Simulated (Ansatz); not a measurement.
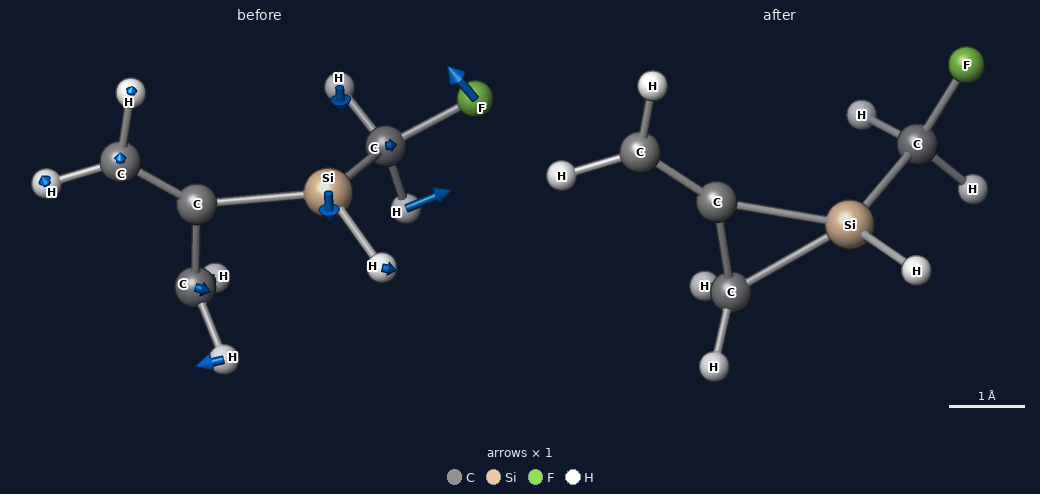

The structure of C$_{4}$H$_{7}$FSi (coarse preliminary run) before (left) and after (right) a relaxation, at one scale. The blue arrows give the displacements, at their true length.

Style: ball-and-stick. Shown at a tilt.

The start comes from a force field.

The calculation used RKS PBE-D4/def2-SVP in Ansatz 0.2.0. Settings: force threshold 0.03 eV/Å; at most 200 steps.

Describe what moved and what it gained.

The largest move after the best rigid fit is that of an H atom, 0.68 Å. By element the largest moves are H 0.68 Å, F 0.64 Å, Si 0.51 Å, C 0.22 Å. Some distances before and after: C–Si 2.334 → 1.900 Å, C–C 1.391 → 1.513 Å, C–Si 1.765 → 1.841 Å, C–Si 1.836 → 1.904 Å. New bonds form: C–Si (2.33 → 1.90 Å). Among the angles between lasting bonds that change: C–C–Si 94.6° → 68.2°, C–C–Si 138.7° → 154.3°, C–C–C 126.6° → 137.5°. Over 13 accepted moves (15 points after the start) the energy falls by 39.5 kcal/mol. The largest force component goes from 3.4 to 0.026 eV/Å. The line search rejected the trial steps at points 6, 9 of the run.
